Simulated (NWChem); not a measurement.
# InH3S2O (SMILES [OH][In]([SH])[SH]) at 3 levels

Wanted: a comparison of 3 runs (HF/STO-3G, HF/3-21G, M06-2X/def2-SVPD) of InH3S2O. 

The calculation is run with NWChem 7.3.0.

### Step 1. The structure to begin with

InH3S2O: 7 atoms, total charge 0, spin state singlet. SMILES: `[OH][In]([SH])[SH]`. Geometry: relaxed at PBE0-D4/def2-TZVP. This is one conformer, not always the lowest.

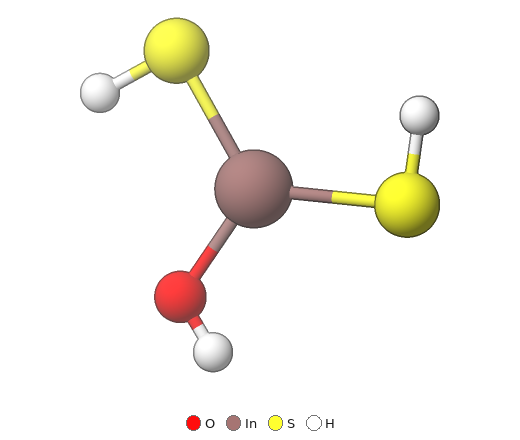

Viewed from a chosen angle; oxygen red, indium brown, sulfur yellow, hydrogen white.

### Step 2. Energy and gradient at HF/STO-3G (run 1)

File h3inos2.nw:

```
echo
start h3inos2
title "H3InOS2"
memory stack 880 mb heap 220 mb global 1100 mb

geometry units angstroms noautosym nocenter noautoz
   O       -1.834800       0.553800      -0.498800
   In      -0.018300      -0.065800      -0.022700
   S        1.394000       1.601800       0.882200
   S        0.589000      -2.333600      -0.376000
   H       -2.391600      -0.137900      -0.864200
   H        0.429400       2.533500       0.779200
   H        1.832400      -2.151800       0.100300
end

basis spherical bse
   * library STO-3G
end

scf
   thresh 1e-08
   maxiter 80
end

task scf gradient
```

Run with:

```console
$ nwchem h3inos2.nw > h3inos2.out
```

Standard output:

```text
[...]
  functions       =    53
[...]
  wavefunction    = RHF
[...]
         Total SCF energy =  -6544.904593212511
      One-electron energy = -10229.855748525717
      Two-electron energy =   3104.692672153844
 Nuclear repulsion energy =    580.258483159362
        Time for solution =      5.5s
[...]
                         RHF ENERGY GRADIENTS
    atom               coordinates                        gradient
                 x          y          z           x          y          z
   1 O      -3.467269   1.046530  -0.942595   -0.046904  -0.022118  -0.021780
   2 In     -0.034582  -0.124344  -0.042897    0.017635   0.000437   0.006223
   3 S       2.634278   3.026963   1.667116    0.022139   0.005647   0.009089
   4 S       1.113049  -4.409865  -0.710537   -0.006943  -0.023172  -0.008166
   5 H      -4.519469  -0.260593  -1.633101    0.015059   0.029148   0.012480
   6 H       0.811448   4.787621   1.472474   -0.010388   0.005429  -0.002255
   7 H       3.462734  -4.066312   0.189540    0.009402   0.004630   0.004410
[...]
```

It took 8.4 s on 1 thread of Intel Xeon 6975P-C (Granite Rapids), shared host; peak memory 0.096 GiB.

### Step 3. Energy and gradient at HF/3-21G (run 2)

File h3inos2.xyz:

```xyz
7
H3InOS2
O     -1.834800     0.553800    -0.498800
In    -0.018300    -0.065800    -0.022700
S      1.394000     1.601800     0.882200
S      0.589000    -2.333600    -0.376000
H     -2.391600    -0.137900    -0.864200
H      0.429400     2.533500     0.779200
H      1.832400    -2.151800     0.100300
```

File h3inos2.nw:

```
start h3inos2
title "H3InOS2"
memory stack 880 mb heap 220 mb global 1100 mb

geometry noautosym nocenter noautoz
  load h3inos2.xyz
end

basis spherical bse
  * library 3-21G
end

scf
  thresh 1e-08
  maxiter 80
end

task scf gradient
```

Run with:

```console
$ nwchem h3inos2.nw > h3inos2.out
```

Standard output:

```text
[...]
  functions       =    72
[...]
  wavefunction    = RHF
[...]
         Total SCF energy =  -6582.141203884828
      One-electron energy = -10250.149568511015
      Two-electron energy =   3087.749881466824
 Nuclear repulsion energy =    580.258483159363
        Time for solution =      6.4s
[...]
                         RHF ENERGY GRADIENTS
    atom               coordinates                        gradient
                 x          y          z           x          y          z
   1 O      -3.467269   1.046530  -0.942595   -0.021140   0.008148  -0.005306
   2 In     -0.034582  -0.124344  -0.042897    0.033088  -0.010060   0.008974
   3 S       2.634278   3.026963   1.667116   -0.013280  -0.012670  -0.007759
   4 S       1.113049  -4.409865  -0.710537   -0.004444   0.017229   0.002745
   5 H      -4.519469  -0.260593  -1.633101    0.013322  -0.000565   0.004482
   6 H       0.811448   4.787621   1.472474   -0.000328  -0.009139  -0.002387
   7 H       3.462734  -4.066312   0.189540   -0.007219   0.007057  -0.000749
[...]
```

Run time: 9.6 s. Hardware: 1 thread of Intel Xeon 6975P-C (Granite Rapids), shared host; peak memory 0.1 GiB.

### Step 4. Energy and gradient at M06-2X/def2-SVPD (core potential) (run 3)

File run.py:

```python
from ase import Atoms
from ase.calculators.nwchem import NWChem

system = Atoms(['O', 'In', 'S', 'S', 'H', 'H', 'H'], positions=[
    [-1.834800, 0.553800, -0.498800],
    [-0.018300, -0.065800, -0.022700],
    [1.394000, 1.601800, 0.882200],
    [0.589000, -2.333600, -0.376000],
    [-2.391600, -0.137900, -0.864200],
    [0.429400, 2.533500, 0.779200],
    [1.832400, -2.151800, 0.100300],
])

calc = NWChem(
    label='h3inos2',
    theory='dft',
    memory='2200 mb',
    basis='def2-SVPD',
    basispar='spherical bse',
    dft={'xc': 'm06-2x', 'mult': '1', 'grid': 'fine', 'convergence': 'energy 1e-08', 'iterations': '100', 'mulliken': None},
    **{'ecp bse': {'In library': 'def2-SVPD'}},
)
system.calc = calc

forces = system.get_forces()
print(f"energy = {system.get_potential_energy():.6f} eV")
print("forces (eV/A):")
for s, f in zip(system.symbols, forces):
    print(f"{s:2s} {f[0]:10.5f} {f[1]:10.5f} {f[2]:10.5f}")
print("dipole (e A):", system.get_dipole_moment().round(4))
```

Run with:

```console
$ export ASE_NWCHEM_COMMAND="nwchem PREFIX.nwi > PREFIX.nwo"
$ python run.py
```

Standard output:

```text
energy = -28931.328830 eV
forces (eV/A):
O    -0.44747    0.07317   -0.13714
In    0.14516   -0.01188    0.04751
S     0.43858    0.29506    0.22554
S     0.00859   -0.50831   -0.12352
H    -0.20944    0.05142   -0.05986
H    -0.09457    0.12223   -0.00242
H     0.15915   -0.02165    0.04983
dipole (e A): [ 0.0392 -0.1445 -0.0225]
```

The calculator wrote h3inos2.nwi:

```
title "h3inos2"

permanent_dir h3inos2

scratch_dir h3inos2

start h3inos2

geometry units angstrom nocenter noautosym noautoz
  O  -1.8348000000000000e+00 5.5379999999999996e-01 -4.9880000000000002e-01
  In -1.8300000000000000e-02 -6.5799999999999997e-02 -2.2700000000000001e-02
  S  1.3939999999999999e+00 1.6017999999999999e+00 8.8219999999999998e-01
  S  5.8899999999999997e-01 -2.3336000000000001e+00 -3.7600000000000000e-01
  H  -2.3915999999999999e+00 -1.3789999999999999e-01 -8.6419999999999997e-01
  H  4.2940000000000000e-01 2.5335000000000001e+00 7.7920000000000000e-01
  H  1.8324000000000000e+00 -2.1518000000000002e+00 1.0030000000000000e-01
end

memory 2200 mb

basis spherical bse noprint
   * library def2-SVPD
end

dft
  xc m06-2x
  mult 1
  grid fine
  convergence energy 1e-08
  iterations 100
  mulliken
end
ecp bse
  In library def2-SVPD
end

task dft gradient
```

h3inos2.nwo, shortened:

```text
[...]
         Total DFT energy =    -1063.206732817170
[...]
  wavefunction    = closed shell
                         DFT ENERGY GRADIENTS
    atom               coordinates                        gradient
                 x          y          z           x          y          z
   1 O      -3.467269   1.046530  -0.942595    0.008702  -0.001423   0.002667
   2 In     -0.034582  -0.124344  -0.042897   -0.002823   0.000231  -0.000924
   3 S       2.634278   3.026963   1.667116   -0.008529  -0.005738  -0.004386
   4 S       1.113049  -4.409865  -0.710537   -0.000167   0.009885   0.002402
   5 H      -4.519469  -0.260593  -1.633101    0.004073  -0.001000   0.001164
   6 H       0.811448   4.787621   1.472474    0.001839  -0.002377   0.000047
   7 H       3.462734  -4.066312   0.189540   -0.003095   0.000421  -0.000969
[...]
```

It took 64 s on 1 thread of Intel Xeon 6975P-C (Granite Rapids), shared host; peak memory 0.14 GiB.

### Step 5. Overview of the runs

| run | level | iteration cap | module | energy (Eh) | dipole moment (D) | HOMO energy (eV) | LUMO energy (eV) | wall time |
| --- | --- | --- | --- | --- | --- | --- | --- | --- |
| 1 | HF/STO-3G | 80 | scf | -6544.904593 | 0.51 | -6.76 | 6.30 | 8.4 s |
| 2 | HF/3-21G | 80 | scf | -6582.141204 | 1.06 | -10.62 | 1.27 | 9.6 s |
| 3 | M06-2X/def2-SVPD (core potential) | 100 | dft | -1063.206733 | 0.73 | -8.87 | -1.20 | 64 s |

### Step 6. Summary of results

```
                       quantity           value
            run 3: total energy  -1063.20673 Eh
           run 3: dipole moment          0.73 D
             run 3: HOMO energy        -8.87 eV
             run 3: LUMO energy        -1.20 eV
           run 3: HOMO–LUMO gap         7.67 eV
run 3: largest force on an atom      0.575 eV/Å
```

What this shows: The dipole moment (its size) runs from 0.51 D (HF/STO-3G) to 1.06 D (HF/3-21G). The HOMO–LUMO gap runs from 7.67 eV (M06-2X/def2-SVPD) to 13.07 eV (HF/STO-3G). The two ends differ in method and basis and core potential. Some runs of one species differ in core potentials or relativity; totals across that change don't compare. In run 1 the basis is minimal, so the values are rough. In runs 1, 2 relativity is left out where basis or elements ask for it. All runs together took 82 s, the longest 64 s.
